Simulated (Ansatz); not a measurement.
## Frequency calculation, with input and output: SnH5ClO

- system: SnH5ClO
- method: RKS PBE0/def2-mTZVP (Ansatz 0.2.0)

It belongs to a series of runs on one base structure; here: vibrations at the highest image of the band. Figures and captions count atoms from 1; the log counts them from 0 in places.

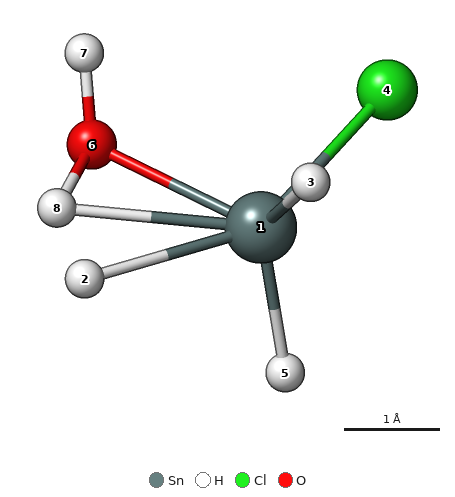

Fig. 1: The structure as given in the input (ball-and-stick view, seen at a tilt; atoms are numbered from 1 in the order of the input). Sticks mark near contacts. Bond lengths as drawn: Cl–Sn 2.38 Å, H–O 0.97 to 1.21 Å, H–Sn 1.69 to 2.16 Å and O–Sn 2.13 Å.

Results in brief

| quantity | value |
| --- | --- |
| outcome | converged |
| total energy | −20476.3418 eV |
| mean-field energy | −20476.3418 eV |
| largest force (length of the vector) | 0.001 eV/Å |
| hardware | 2 threads of Arm Neoverse V2, 24 GiB of memory available, shared host |
| wall time | 78 s (CPU time 2.4 min) |
| peak memory | 0.21 GiB |

Input file
```yaml
crystal:
  periodic: [false, false, false]
  atoms:
    - { symbol: Sn, position_ang: [0.111941, 0.187232, -0.072601] }
    - { symbol: H, position_ang: [0.896474, -0.383805, 1.804504] }
    - { symbol: H, position_ang: [1.543951, -0.373631, -0.794057] }
    - { symbol: Cl, position_ang: [-0.513457, 1.86575, -1.647132] }
    - { symbol: H, position_ang: [-1.302966, -0.725523, 0.116257] }
    - { symbol: O, position_ang: [0.257409, 1.653536, 1.466099] }
    - { symbol: H, position_ang: [0.836846, 2.409424, 1.28935] }
    - { symbol: H, position_ang: [0.761802, 0.659917, 1.935681] }
basis:
  gaussian: { orbitals: def2-mTZVP }
hamiltonian:
  xc: pbe0
phonons: {}
```

Launched with:
```bash
ansatz run input.yaml --threads 2 --pin off --max-ram 3072MiB --backend cpu --events-out ev --progress --plain --runs-dir out
```

Output
```
Engine: ansatz 0.2.0, aarch64-unknown-linux-gnu
Functional definition: PBE0
  parameter a = 0.25
  parameter kappa = 0.804
  parameter beta = 0.06672455060314922
  exchange = (1 - a)*pbe_x(kappa = kappa, mu = beta*pi^2/3) + a*exact_x
  correlation = pbe_c(beta = beta)
1103 factors; integrals over basis functions are off by at most 4.7e-4 eV
mean field evaluation 1: about -20471.6665 eV, gradient 5.3e1 eV
mean field evaluation 2: about -20456.6570 eV, gradient 1.0e2 eV
mean field evaluation 4: about -20476.2555 eV, gradient 4.5e0 eV
mean field evaluation 8: about -20476.3417 eV, gradient 6.8e-2 eV
mean field evaluation 16: about -20476.3417 eV, gradient 4.2e-5 eV
mean field -20476.34174328 eV, -752.4916797027 hartree, gradient 4.2e-5 eV, S^2 0.000000; 0 other end points of the search recorded, 0 dependent functions left out
the calculation of the forces begins
reference -20476.34177814 eV, -752.4916809838 hartree; 26, 26 occupied and 71, 71 virtual orbitals, 1103 factors
these checks for a lower state are left out or cut short: stability, starts, cluster_reference, orbital_swaps, neighbouring_geometries, increment
1103 factors; integrals over basis functions are off by at most 4.7e-4 eV
mean field -20476.34166352 eV, -752.4916767716 hartree, gradient 2.1e-6 eV, S^2 0.000000; 0 other end points of the search recorded, 0 dependent functions left out
[... from here on the field's lines of each further geometry are left out, up to the last ...]
the calculation of the forces begins
reference -20476.34175317 eV, -752.4916800662 hartree; 26, 26 occupied and 71, 71 virtual orbitals, 1103 factors
these checks for a lower state are left out or cut short: stability, starts, cluster_reference, orbital_swaps, neighbouring_geometries, increment
1103 factors; integrals over basis functions are off by at most 4.7e-4 eV
mean field -20476.34171836 eV, -752.4916787870 hartree, gradient 1.9e-6 eV, S^2 0.000000; 0 other end points of the search recorded, 0 dependent functions left out
the calculation of the forces begins
reference -20476.34175322 eV, -752.4916800680 hartree; 26, 26 occupied and 71, 71 virtual orbitals, 1103 factors
WARN: phonons: modes at or below zero, which the zero-point energy, F, S and C_V leave out: 1, the lowest at -1453.69 cm⁻¹. A minimum has none, and a first-order saddle one
Total energy: -20476.34177814 eV, -752.4916809838 hartree
Atom 0 at     0.111941     0.187232    -0.072601 Å, force     0.000406     0.000046    -0.000864 eV/Å
Atom 1 at     0.896474    -0.383805     1.804504 Å, force    -0.000126     0.000197     0.000028 eV/Å
Atom 2 at     1.543951    -0.373631    -0.794057 Å, force     0.000069    -0.000345     0.000347 eV/Å
Atom 3 at    -0.513457     1.865750    -1.647132 Å, force    -0.000310    -0.000047     0.000304 eV/Å
Atom 4 at    -1.302966    -0.725523     0.116257 Å, force    -0.000054     0.000071     0.000003 eV/Å
Atom 5 at     0.257409     1.653536     1.466099 Å, force     0.000565     0.000529     0.000389 eV/Å
Atom 6 at     0.836846     2.409424     1.289350 Å, force    -0.000422     0.000275    -0.000193 eV/Å
Atom 7 at     0.761802     0.659917     1.935681 Å, force    -0.000128    -0.000726    -0.000015 eV/Å
Dipole moment:     0.306433    -0.192895     0.232580 e Å
Vibrations: -1453.69 152.57 200.42 333.35 406.69 468.37 508.42 626.62 651.36 709.20 840.17 847.14 1373.56 1585.73 1753.58 1965.52 2004.51 3815.71 cm⁻¹, zero-point energy 1.130917 eV
```

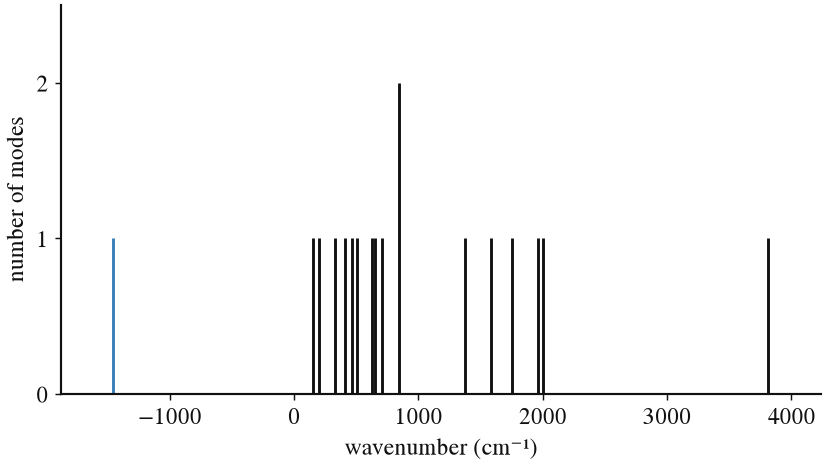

Fig. 2: Harmonic vibrational wavenumbers from the force constants; neighbouring modes closer than 24 cm⁻¹ are counted in one stick, and imaginary ones are drawn at negative wavenumbers. 18 modes from 1454i to 3816 cm⁻¹, 1 imaginary beyond 8i (1454i cm⁻¹): a first-order saddle point, if the geometry is stationary.
